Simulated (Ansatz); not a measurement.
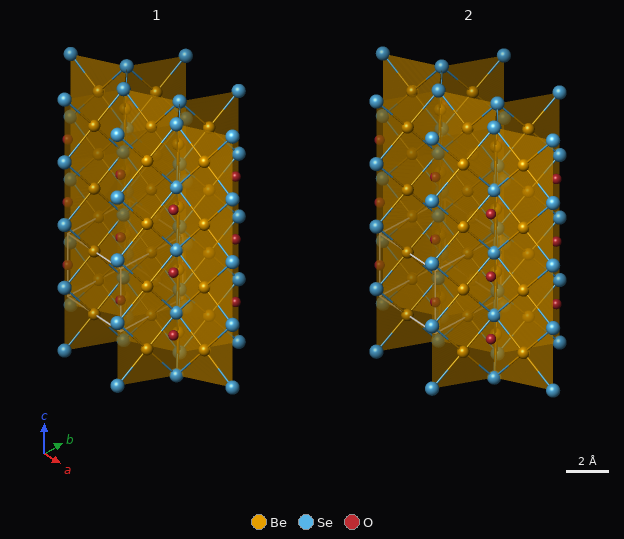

Two geometries of crystalline Be₃Se₂O (a generated structure, set up in P6/mmm) (coarse preliminary run), drawn at one scale. One is the start of a relaxation, the other its converged end. The picture is a polyhedral view of the cell of the calculation, repeated 2 × 1 × 3 with one cell outlined, seen from a free direction.

The calculation used Ansatz 0.2.0, DFT PBE, scalar-relativistic, plane waves, PAW. Set-up: plane-wave cutoff 420 eV; k-point mesh 6 × 6 × 6; occupations gaussian; smearing width 0.1 eV; collinear spin; cell and atoms relaxed; force threshold 0.04 eV/Å; at most 70 steps.

Which of the two is the end point?

Structure 2 is the relaxed one. Over 3 accepted moves (5 points after the start) the energy falls by 0.231 eV per cell of the calculation. All forces vanish by symmetry, so only the cell relaxes. Pressure: 6.15 GPa at the start and 0.03 GPa at the end. The SCF was repeated twice at an unchanged geometry on a basis and grid sized afresh for the cell, which shifted the energy by 16.3 meV per cell of the calculation at most. No atom moves by more than 0.005 Å relative to the cell. Cell: a = b 5.528 → 5.816 Å (+5.2 %), c 3.207 → 3.196 Å (−0.4 %). Volume +10.3 %. Some distances before and after: Be–Se 2.262 → 2.318 Å. Among the angles between lasting bonds that change: Se–Be–Se 89.7° → 92.8°, Se–Be–Se 90.3° → 87.2°, Be–Se–Be 90.3° → 87.2°. The space group stays P6/mmm (No. 191). The run took 55 s on 1 thread of Intel(R) Xeon(R) Processor @ 2.70GHz (shared host), peak memory 0.47 GiB.
